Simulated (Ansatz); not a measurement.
# UHF/STO-3G run of SiHCl2O (SMILES [O][SiH](Cl)Cl)

Aim: the vertical ionisation energy of SiHCl2O at UHF/STO-3G, from 2 runs. 

The calculation is run with Ansatz 0.2.0.

45 further runs of the same task are left out: 45 set aside as unsound or not needed.

## (1) The system as given

The species is SiHCl2O (5 atoms), meant as a doublet with charge 0. SMILES: `[O][SiH](Cl)Cl`. Geometry: relaxed at PBE0-D4/def2-TZVP.

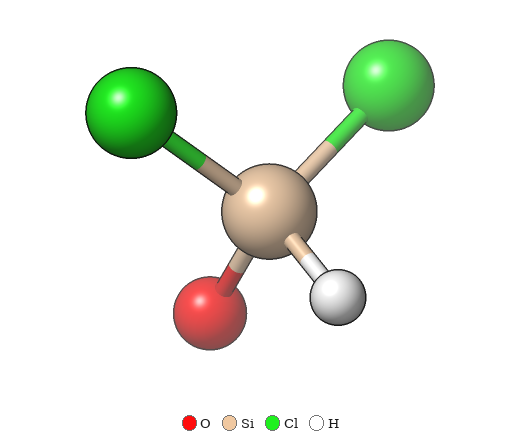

Viewed from a chosen angle; oxygen red, silicon light orange, chlorine green, hydrogen white.

## (2) A single-point energy at UHF/STO-3G

in.yaml reads:

```yaml
crystal:
  periodic: [false, false, false]
  atoms:
    - {symbol: O, position_ang: [0.092100, -0.719000, 1.517100]}
    - {symbol: Si, position_ang: [0.084300, -0.040000, 0.014900]}
    - {symbol: Cl, position_ang: [-0.523700, 1.894600, 0.060800]}
    - {symbol: Cl, position_ang: [-1.112100, -1.056100, -1.269800]}
    - {symbol: H, position_ang: [1.509200, -0.153100, -0.364300]}
basis:
  gaussian:
    orbitals: STO-3G
accuracy: high
output: {orbitals: {seedname: orbitals}}
hamiltonian:
  xc: hf
magnetization:
  spin_polarized: true
  initial_magnetization: 1
```

The run is started by

```bash
ansatz run in.yaml --threads 1 --pin off --max-ram 3480MiB --events-out events.jsonl --progress --plain --runs-dir runs
```

Output:

```text
Warning: RAYON_NUM_THREADS=1 ignored (pool sized by the plan → 1); use --threads N
Functional definition: HF
  name "HF"
  exchange = exact_x
  correlation = 0
639 factors; integrals over basis functions are off by at most 1.2e-8 eV
mean field evaluation 1: about -34534.2158 eV, gradient 2.1e1 eV
mean field evaluation 2: about -34534.2631 eV, gradient 2.1e1 eV
mean field evaluation 4: about -34538.8615 eV, gradient 1.8e0 eV
mean field evaluation 8: about -34538.9448 eV, gradient 6.2e-3 eV
mean field evaluation 16: about -34538.8159 eV, gradient 8.5e-1 eV
mean field evaluation 32: about -34538.8350 eV, gradient 2.3e-1 eV
mean field evaluation 64: about -34538.9423 eV, gradient 4.8e-3 eV
mean field -34538.94234547 eV, -1269.2827198599 hartree, gradient 1.8e-8 eV, S^2 0.755411; 3 other end points of the search recorded, 0 dependent functions left out
reference -34538.94234547 eV, -1269.2827198599 hartree; 29, 28 occupied and 4, 5 virtual orbitals, 639 factors
Total energy: -34538.94234547 eV, -1269.2827198599 hartree
```

Wall time 0.32 s (1 thread of AMD EPYC 9R45 (Zen 5), shared host).

## (3) The singlet cation, same level

job.yaml reads:

```yaml
crystal:
  periodic: [false, false, false]
  atoms:
    - {symbol: O, position_ang: [0.092100, -0.719000, 1.517100]}
    - {symbol: Si, position_ang: [0.084300, -0.040000, 0.014900]}
    - {symbol: Cl, position_ang: [-0.523700, 1.894600, 0.060800]}
    - {symbol: Cl, position_ang: [-1.112100, -1.056100, -1.269800]}
    - {symbol: H, position_ang: [1.509200, -0.153100, -0.364300]}
basis:
  gaussian:
    orbitals: STO-3G
total_charge: 1
hamiltonian:
  xc: hf
output: {orbitals: {seedname: orbitals}}
magnetization:
  spin_polarized: false
accuracy: high
```

The run is started by

```bash
ansatz run job.yaml --threads 1 --pin off --max-ram 3480MiB --events-out events.jsonl --progress --plain --runs-dir runs
```

Output:

```text
Warning: RAYON_NUM_THREADS=1 ignored (pool sized by the plan → 1); use --threads N
[... 4 set-up lines as earlier in the session ...]
639 factors; integrals over basis functions are off by at most 1.2e-8 eV
mean field evaluation 1: about -34517.2058 eV, gradient 4.2e1 eV
mean field evaluation 2: about -34517.2462 eV, gradient 4.2e1 eV
mean field evaluation 4: about -34526.3900 eV, gradient 6.4e0 eV
mean field evaluation 8: about -34526.9850 eV, gradient 7.9e-1 eV
mean field evaluation 16: about -34527.0257 eV, gradient 3.3e-7 eV
mean field evaluation 32: about -34526.8441 eV, gradient 5.8e-1 eV
mean field evaluation 64: about -34527.0066 eV, gradient 9.7e-1 eV
mean field -34527.02568571 eV, -1268.8447906914 hartree, gradient 8.0e-9 eV, S^2 0.000000; 3 other end points of the search recorded, 0 dependent functions left out
reference -34527.02568571 eV, -1268.8447906914 hartree; 28, 28 occupied and 5, 5 virtual orbitals, 639 factors
Total energy: -34527.02568571 eV, -1268.8447906914 hartree
```

Wall time 0.22 s (1 thread of AMD EPYC 9R45 (Zen 5), shared host).

## (4) What came out

At UHF/STO-3G:

| quantity | value |
| --- | --- |
| doublet SiHCl2O: total energy | -1269.28272 Eh |
| doublet SiHCl2O: HOMO energy (highest over α and β) | -10.85 eV |
| doublet SiHCl2O: LUMO energy (lowest over α and β) | 6.24 eV |
| doublet SiHCl2O: ⟨S²⟩ | 0.755 |
| singlet cation: total energy | -1268.84479 Eh |
| singlet cation: HOMO energy | -17.01 eV |
| singlet cation: LUMO energy | -9.10 eV |
| singlet cation: HOMO–LUMO gap | 7.91 eV |
| vertical ionisation energy (to the singlet cation) | 11.917 eV |

Removing an electron at fixed nuclei costs 11.92 eV (275 kcal/mol). Only the singlet of the ionised species was computed; a triplet could lie lower. In a minimal basis such a difference can be off by several eV, whatever the method.
